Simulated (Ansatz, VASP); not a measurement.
# Cross-check of CuI (Marshite) between VASP and Ansatz, part 2 of 2

One calculation is typed for both programs; each brings its own data sets. How far apart do they land?  Other levels of theory on this material are compared in a session of their own. Valence electrons are named where the data sets of a main pair hold unlike numbers.

VASP 6.6.1 and Ansatz 0.2.0.

So far. Step 2 (VASP: band structure, LDA): At this level the cell is under a tension of 4.1 GPa, so at these settings it is away from equilibrium. Step 4 (Side by side): Among the levels compared at these points, filled levels agree within 13 meV and empty ones within 47 meV. Ansatz's pressure holds a Pulay correction of 0.05 GPa; VASP's holds none.

The database entry behind the starting cell differs from later determinations by our own check (about 0.15 % long (mineral sample)), so it need not match the best structure at ambient conditions.

### Step 6. VASP: band structure, PBE

Level of this step: PBE; plane waves and PAW (Cu, I) (VASP).

The same cell, functional, mesh and smearing now go to VASP, with its own data sets.

The input, INCAR:

```
SYSTEM = CuI
PREC = Accurate
ENCUT = 400
EDIFF = 1E-06
NELM = 100
ISMEAR = 0
SIGMA = 0.02
LREAL = .FALSE.
ALGO = Normal
GGA = PE
NBANDS = 21
LORBIT = 11
LWAVE = .FALSE.
LCHARG = .FALSE.
KPAR = 4
```

The input, POSCAR:

```
CuI
1.0
    0.0000000000      3.0315000000      3.0315000000
    3.0315000000      0.0000000000      3.0315000000
    3.0315000000      3.0315000000      0.0000000000
Cu I
1 1
Direct
    0.2500000000      0.2500000000      0.2500000000
    0.0000000000      0.0000000000      0.0000000000
```

The input, KPOINTS:

```
Automatic mesh
0
Gamma
4 4 4
0 0 0
```

The input, KPOINTS_OPT:

```
Line mode
16
Line-mode
Reciprocal
  0.00000000   0.00000000   0.00000000 GAMMA
  0.50000000   0.00000000   0.50000000 X

  0.50000000   0.00000000   0.50000000 X
  0.50000000   0.25000000   0.75000000 W

  0.50000000   0.25000000   0.75000000 W
  0.37500000   0.37500000   0.75000000 K

  0.37500000   0.37500000   0.75000000 K
  0.00000000   0.00000000   0.00000000 GAMMA

  0.00000000   0.00000000   0.00000000 GAMMA
  0.50000000   0.50000000   0.50000000 L

  0.50000000   0.50000000   0.50000000 L
  0.62500000   0.25000000   0.62500000 U

  0.62500000   0.25000000   0.62500000 U
  0.50000000   0.25000000   0.75000000 W

  0.50000000   0.25000000   0.75000000 W
  0.50000000   0.50000000   0.50000000 L

  0.50000000   0.50000000   0.50000000 L
  0.37500000   0.37500000   0.75000000 K

  0.62500000   0.25000000   0.62500000 U
  0.50000000   0.00000000   0.50000000 X
```

Potentials, in the order of the species: Cu and I (PBE family, release 64).

Started as:

```console
$ mpirun -np 4 vasp_std
```

Numbers of over 12 decimals in the logs are rounded to 6 here.

Output:

```text
[banner, memory and clock lines left out]
running    4 mpi-ranks, on    1 nodes
[...]
LDA part: xc-table for (Slater+PW92), standard interpolation
 POSCAR, INCAR and KPOINTS ok, starting setup
[...]
entering main loop
       N       E                     dE             d eps       ncg     rms          rms(c)
DAV:   1     0.946721522217E+02    0.94672E+02   -0.59893E+03   336   0.739E+02
DAV:   2     0.187033038372E+01   -0.92802E+02   -0.81726E+02   356   0.185E+02
DAV:   3    -0.555402291429E+01   -0.74244E+01   -0.72869E+01   417   0.562E+01
DAV:   4    -0.573361584277E+01   -0.17959E+00   -0.17939E+00   406   0.786E+00
[...]
DAV:  11    -0.552721433823E+01   -0.14119E-04   -0.34933E-05   451   0.110E-01    0.156E-02
DAV:  12    -0.552721619853E+01   -0.18603E-05   -0.87342E-06   437   0.478E-02    0.329E-03
DAV:  13    -0.552721655537E+01   -0.35684E-06   -0.35721E-07   355   0.822E-03
   1 F= -.55272166E+01 E0= -.55272166E+01  d E =-.142368E-33
 Start KPOINTS_OPT (optional k-point list driver)
k-point batch [1-8\160]
       N       E                     dE             ncg
DAV:   1     0.102788718567E+04    0.10395E+03      341
DAV:   2     0.225646322555E+03   -0.80224E+03      356
DAV:   3     0.160351799701E+03   -0.65295E+02      381
DAV:   4     0.158453568289E+03   -0.18982E+01      409
DAV:   5     0.158368273761E+03   -0.85295E-01      486
DAV:   6     0.158365851983E+03   -0.24218E-02      446
DAV:   7     0.158365808621E+03   -0.43362E-04      486
DAV:   8     0.158365807775E+03   -0.84536E-06      313
[...]
k-point batch [153-160\160]
       N       E                     dE             ncg
DAV:   1     0.881309107818E+03   -0.36504E+04      341
DAV:   2     0.148669546661E+03   -0.73264E+03      361
DAV:   3     0.846431359620E+02   -0.64026E+02      448
DAV:   4     0.831167188560E+02   -0.15264E+01      414
DAV:   5     0.830445888550E+02   -0.72130E-01      510
DAV:   6     0.830437700438E+02   -0.81881E-03      430
DAV:   7     0.830437602272E+02   -0.98166E-05      500
DAV:   8     0.830437601612E+02   -0.65950E-07      345
```

From OUTCAR (step 6):

```text
  Total        0.1412862      0.1412862      0.1412862     -0.0000000      0.0000000      0.0000000
  in kB        4.0626321      4.0626321      4.0626321     -0.0000000      0.0000000      0.0000000
  external PRESSURE =       4.0626321 kB  Pullay stress =       0.0000000 kB

 POSITION                                       TOTAL-FORCE (eV/Angst)
 -----------------------------------------------------------------------------------
      1.51575      1.51575      1.51575        -0.000000     -0.000000     -0.000000
      0.00000      0.00000      0.00000         0.000000      0.000000      0.000000
 -----------------------------------------------------------------------------------
    total drift:                                0.000004      0.000004      0.000004

  FREE ENERGIE OF THE ION-ELECTRON SYSTEM (eV)
  ---------------------------------------------------
  free  energy   TOTEN  =        -5.5272165554 eV

  energy  without entropy=       -5.5272165554  energy(sigma->0) =       -5.52721656

[... 2 parts as in an earlier step ...]

[... 1 further part left out ...]
[key lines of the parts left out:]
E-fermi :   4.6138
```

The run ends at a pressure of 0.41 GPa.

### Step 7. Side by side

What differs besides the data sets and the points named for the pairs above, as far as they apply: the data sets hold 36 valence electrons in Ansatz (on its default PAW (the set named soft_2) files) and 18 in VASP; VASP leaves aspherical gradient terms in its spheres out (LASPH is not set), Ansatz keeps them. Total energies have different zeros and are not compared.

Both answers:

| quantity | Ansatz | VASP | difference |
| --- | --- | --- | --- |
| pressure (GPa) | 0.57 | 0.41 | +0.16 |
| gap over the path points (eV) | 1.119 | 1.136 | -0.018 |

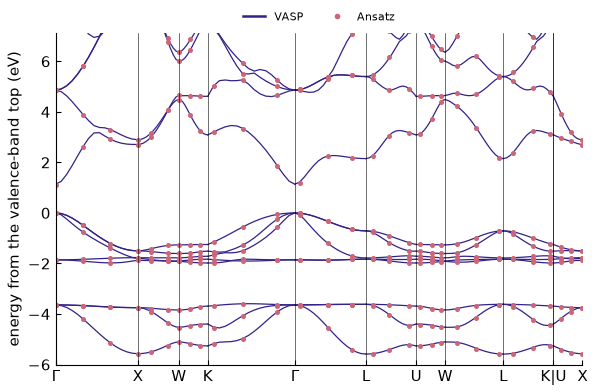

Bands from VASP (lines) and levels from Ansatz (dots). Dots without a line are higher empty bands that the VASP plot leaves out.

Levels at points of the path, from each program's valence-band top (eV; 4 filled, then empty):

| k (reciprocal lattice) | Ansatz | VASP |
| --- | --- | --- |
| 0.000 0.000 0.000 | -1.85 0.00 0.00 0.00 1.12 4.87 4.87 | -1.86 0.00 0.00 0.00 1.14 4.86 4.86 |
| 0.167 0.000 0.167 | -1.83 -0.76 -0.49 -0.49 2.61 3.89 5.82 | -1.84 -0.76 -0.49 -0.49 2.62 3.90 5.80 |
| 0.333 0.000 0.333 | -1.79 -1.39 -1.21 -1.21 2.91 3.29 7.57 | -1.79 -1.39 -1.21 -1.21 2.92 3.30 7.56 |
| 0.500 0.000 0.500 | -1.80 -1.77 -1.50 -1.50 2.71 2.89 9.17 | -1.80 -1.77 -1.50 -1.50 2.71 2.90 9.19 |
| 0.500 0.083 0.583 | -1.85 -1.77 -1.53 -1.41 3.02 3.17 8.41 | -1.85 -1.78 -1.53 -1.41 3.02 3.18 8.39 |
| 0.500 0.183 0.683 | -1.90 -1.77 -1.59 -1.28 4.06 4.07 6.78 | -1.90 -1.78 -1.59 -1.29 4.06 4.07 6.78 |
| 0.500 0.250 0.750 | -1.90 -1.77 -1.60 -1.26 4.48 4.65 6.01 | -1.90 -1.77 -1.61 -1.26 4.49 4.65 6.01 |
| 0.450 0.300 0.750 | -1.86 -1.75 -1.58 -1.25 3.86 4.64 6.47 | -1.86 -1.75 -1.59 -1.26 3.86 4.64 6.46 |
| 0.408 0.342 0.750 | -1.83 -1.72 -1.53 -1.25 3.26 4.62 7.22 | -1.84 -1.72 -1.54 -1.25 3.26 4.62 7.20 |
| 0.350 0.350 0.700 | -1.84 -1.66 -1.53 -1.15 3.20 5.03 7.33 | -1.85 -1.67 -1.53 -1.15 3.20 5.03 7.31 |

Among the levels compared at these points, filled levels agree within 5 meV and empty ones within 24 meV. Ansatz's pressure holds a Pulay correction of 0.05 GPa; VASP's holds none.

### Step 8. VASP: band structure, r2SCAN

Levels along a path test the potential and the projectors away from the mesh points.

Changes to INCAR since step 6:

```diff
@@ -9,3 +9,4 @@
 ALGO = Normal
-GGA = PE
+METAGGA = R2SCAN
+LASPH = .TRUE.
 NBANDS = 21
```

POSCAR is that of step 6.

KPOINTS is that of step 6.

KPOINTS_OPT is that of step 6.

Started as:

```console
$ mpirun -np 4 vasp_std
```

Output:

```text
[banner, memory and clock lines left out]
running    4 mpi-ranks, on    1 nodes
[...]
[... a notice as in an earlier step ...]

 LDA part: xc-table for (None), standard interpolation
 POSCAR, INCAR and KPOINTS ok, starting setup
[...]
entering main loop
       N       E                     dE             d eps       ncg     rms          rms(c)
DAV:   1     0.636130563962E+02    0.63613E+02   -0.61478E+03   336   0.757E+02
DAV:   2    -0.313117354997E+02   -0.94925E+02   -0.83824E+02   356   0.189E+02
DAV:   3    -0.388551451765E+02   -0.75434E+01   -0.74030E+01   409   0.577E+01
DAV:   4    -0.390417364501E+02   -0.18659E+00   -0.18637E+00   409   0.805E+00
[...]
DAV:  14    -0.357599475580E+02   -0.21558E-05   -0.29569E-06   406   0.109E-02    0.790E-03
DAV:  15    -0.357599493666E+02   -0.18087E-05   -0.37637E-07   299   0.896E-03    0.340E-03
DAV:  16    -0.357599487395E+02    0.62711E-06   -0.44137E-07   233   0.127E-02
   1 F= -.35759949E+02 E0= -.35759949E+02  d E =-.417854E-38
 Start KPOINTS_OPT (optional k-point list driver)
k-point batch [1-8\160]
       N       E                     dE             ncg
DAV:   1     0.102159863044E+04    0.97665E+02      341
DAV:   2     0.188705453571E+03   -0.83289E+03      356
DAV:   3     0.120458223458E+03   -0.68247E+02      381
DAV:   4     0.118549262453E+03   -0.19090E+01      409
DAV:   5     0.118465699776E+03   -0.83563E-01      494
DAV:   6     0.118464059591E+03   -0.16402E-02      433
DAV:   7     0.118464032808E+03   -0.26783E-04      510
DAV:   8     0.118464032688E+03   -0.11982E-06      291
[...]
k-point batch [153-160\160]
       N       E                     dE             ncg
DAV:   1     0.869374019383E+03   -0.36623E+04      341
DAV:   2     0.110654087688E+03   -0.75872E+03      361
DAV:   3     0.436401029932E+02   -0.67014E+02      443
DAV:   4     0.420808792710E+02   -0.15592E+01      422
DAV:   5     0.420085709994E+02   -0.72308E-01      499
DAV:   6     0.420077743816E+02   -0.79662E-03      441
DAV:   7     0.420077659529E+02   -0.84288E-05      494
DAV:   8     0.420077658881E+02   -0.64781E-07      358
```

OUTCAR, selected parts (step 8):

```text
  Total       -0.3121161     -0.3121161     -0.3121161     -0.0000000     -0.0000000     -0.0000000
  in kB       -8.9747851     -8.9747851     -8.9747851     -0.0000000     -0.0000000     -0.0000000
  external PRESSURE =      -8.9747851 kB  Pullay stress =       0.0000000 kB

 POSITION                                       TOTAL-FORCE (eV/Angst)
 -----------------------------------------------------------------------------------
      1.51575      1.51575      1.51575         0.000000      0.000000      0.000000
      0.00000      0.00000      0.00000        -0.000000     -0.000000     -0.000000
 -----------------------------------------------------------------------------------
    total drift:                               -0.000004     -0.000004     -0.000004

  FREE ENERGIE OF THE ION-ELECTRON SYSTEM (eV)
  ---------------------------------------------------
  free  energy   TOTEN  =       -35.7599487395 eV

  energy  without entropy=      -35.7599487395  energy(sigma->0) =      -35.75994874

[... 2 parts as in an earlier step ...]

[... 1 further part left out ...]
[key lines of the parts left out:]
E-fermi :   4.4492
```

The run ends at a pressure of -0.90 GPa.

### Step 9. Ansatz: band structure, r2SCAN

The same cell, functional, mesh and smearing now go to Ansatz, which takes its cutoff from its data sets.

The input, input.yaml:

```yaml
crystal:
  lattice:
    - [0.0, 3.0315, 3.0315]
    - [3.0315, 0.0, 3.0315]
    - [3.0315, 3.0315, 0.0]
  atoms:
    - { symbol: Cu, position: [0.25, 0.25, 0.25] }
    - { symbol: I, position: [0.0, 0.0, 0.0] }
hamiltonian:
  xc: r2scan
  pseudopotentials: { kind: paw }
kpoints:
  mp_grid: { grid: [4, 4, 4] }
  band_path:
    path:
      - [0.0, 0.0, 0.0]
      - [0.16667, 0.0, 0.16667]
      - [0.33333, 0.0, 0.33333]
      - [0.5, 0.0, 0.5]
      - [0.5, 0.08333, 0.58333]
      - [0.5, 0.18333, 0.68333]
      - [0.5, 0.25, 0.75]
      - [0.45, 0.3, 0.75]
      - [0.40833, 0.34167, 0.75]
      - [0.35, 0.35, 0.7]
      - [0.225, 0.225, 0.45]
      - [0.075, 0.075, 0.15]
      - [0.03333, 0.03333, 0.03333]
      - [0.23333, 0.23333, 0.23333]
      - [0.4, 0.4, 0.4]
      - [0.51667, 0.46667, 0.51667]
      - [0.55833, 0.38333, 0.55833]
      - [0.60833, 0.28333, 0.60833]
      - [0.60833, 0.25, 0.64167]
      - [0.55833, 0.25, 0.69167]
      - [0.51667, 0.25, 0.73333]
      - [0.5, 0.3, 0.7]
      - [0.5, 0.38333, 0.61667]
      - [0.5, 0.48333, 0.51667]
      - [0.475, 0.475, 0.55]
      - [0.425, 0.425, 0.65]
      - [0.38333, 0.38333, 0.73333]
      - [0.59167, 0.18333, 0.59167]
      - [0.55, 0.1, 0.55]
      - [0.5, 0.0, 0.5]
    npoints: 1
scf:
  occupations: { method: gaussian, width: 0.02 }
  n_extra_bands: 7
output:
  forces: true
  stress: true
  eigenvalues: true
```

Started as:

```console
$ ansatz run input.yaml --threads 2 --pin off --max-ram 4608MiB --backend cpu --events-out ev --progress --plain --runs-dir out
```

Output:

```text
[...]
Crystal: 2 atoms, lattice volume = 55.719 Å³
Basis set: ecut = 500 eV, 1411 PW (Γ), exchange–correlation on 128×128×128 points (64 copies of the dense FFT grid, shifted against one another)
Bands: 25, of which v1, the nominal top of the filled ones, is band 18 counted from 1 (17 counted from 0)
Symmetry: 24 space group operations
[...]
k-point 0: bands = [... 14 lower, 6.1418, 7.9767, 7.9767, 7.9767, 9.5857, 13.2372, 13.2372, 13.2372, ... 3 higher]
  k-point 1: bands = [... 14 lower, 6.1329, 6.7314, 7.6057, 7.6057, 10.6696, 13.7957, 13.7957, 13.8311, ... 3 higher]
  k-point 2: bands = [... 14 lower, 6.1708, 6.2105, 7.2647, 7.2647, 10.5229, 13.7411, 13.7411, 15.6725, ... 3 higher]
  k-point 7: bands = [... 14 lower, 6.0807, 6.2318, 6.3908, 6.7302, 12.8441, 12.8745, 14.4737, 14.6941, ... 3 higher]
[key lines of the parts left out:]
SCF converged after 8 iterations
Free energy (F): -14159.614079 eV
Fermi energy:    8.781341 eV
P = ⅓ Tr σ = -0.5891 GPa (-5.891 kbar)
```

It took 4.5 s on 2 threads of Arm Neoverse V1, shared host; peak memory 0.44 GiB; 8.5 s of CPU time.

### Step 10. Comparison

What differs besides the data sets and the points named for the pairs above, as far as they apply: VASP keeps PBE cores, Ansatz makes them for the functional; the data sets hold 36 valence electrons in Ansatz (on its default PAW (the set named soft_2) files) and 18 in VASP; the cutoff is 500 eV in Ansatz and 400 eV in VASP. Total energies have different zeros and are not compared.

The two programs side by side:

| quantity | Ansatz | VASP | difference |
| --- | --- | --- | --- |
| pressure (GPa) | -0.59 | -0.90 | +0.31 |
| gap over the path points (eV) | 1.609 | 1.609 | 0.000 |

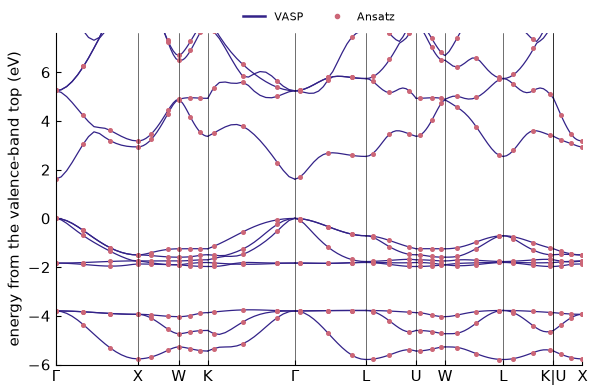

Bands from VASP (lines) and levels from Ansatz (dots). Dots without a line are higher empty bands that the VASP plot leaves out.

Levels at points of the path, from each program's valence-band top (eV; 4 filled, then empty):

| k (reciprocal lattice) | Ansatz | VASP |
| --- | --- | --- |
| 0.000 0.000 0.000 | -1.83 0.00 0.00 0.00 1.61 5.26 5.26 | -1.83 0.00 0.00 0.00 1.61 5.24 5.24 |
| 0.167 0.000 0.167 | -1.81 -0.70 -0.49 -0.49 3.04 4.23 6.24 | -1.81 -0.70 -0.49 -0.49 3.04 4.22 6.21 |
| 0.333 0.000 0.333 | -1.77 -1.35 -1.21 -1.21 3.19 3.61 8.06 | -1.77 -1.35 -1.21 -1.21 3.19 3.61 8.05 |
| 0.500 0.000 0.500 | -1.76 -1.74 -1.50 -1.50 2.94 3.18 9.78 | -1.76 -1.74 -1.50 -1.50 2.93 3.18 9.79 |
| 0.500 0.083 0.583 | -1.82 -1.75 -1.52 -1.40 3.26 3.48 8.93 | -1.82 -1.75 -1.53 -1.40 3.25 3.47 8.91 |
| 0.500 0.183 0.683 | -1.89 -1.75 -1.57 -1.27 4.30 4.43 7.26 | -1.90 -1.75 -1.58 -1.27 4.30 4.42 7.25 |
| 0.500 0.250 0.750 | -1.90 -1.75 -1.59 -1.25 4.87 4.90 6.50 | -1.90 -1.75 -1.59 -1.25 4.86 4.89 6.49 |
| 0.450 0.300 0.750 | -1.85 -1.73 -1.57 -1.24 4.17 4.96 6.90 | -1.85 -1.73 -1.57 -1.25 4.16 4.95 6.89 |
| 0.408 0.342 0.750 | -1.82 -1.70 -1.51 -1.24 3.55 4.95 7.65 | -1.82 -1.71 -1.52 -1.25 3.55 4.94 7.62 |
| 0.350 0.350 0.700 | -1.83 -1.65 -1.51 -1.15 3.50 5.37 7.71 | -1.83 -1.65 -1.51 -1.15 3.50 5.36 7.68 |

Among the levels compared at these points, filled levels agree within 7 meV and empty ones within 30 meV.

### Step 11. What came out

| Property | Result |
| --- | --- |
| largest difference of a filled level at the path points (band structure, LDA) | 13 meV |
| difference in gap over the path points (band structure, LDA) | -0.047 eV |
| largest difference of a filled level at the path points (band structure, PBE) | 5.3 meV |
| largest difference of a filled level at the path points (band structure, r2SCAN) | 6.7 meV |

**Reading.** The difference in gap over the path points is -0.047 eV (band structure, LDA), within the 0.08 eV picked in this series as the mark of a large difference. The data sets hold unlike numbers of valence electrons (36 in Ansatz and 18 in VASP), so part of the differences comes from the potentials. 3 further runs of this series are not shown here. How closely two codes agree says nothing of how well the functional describes the real material.

[Lines on the potential files, build, host, timing and source positions are cut from VASP's logs without a mark.]

[Logs are printed without paths, hosts, clocks, repeated set-up lines and the standing remarks that a program may print on its own settings, such as how far it seeks lower states.]

[Hosts, paths, dates, database ids (printed as entryN), source tags and the programs' standing remarks are cut or masked in the printed files.]
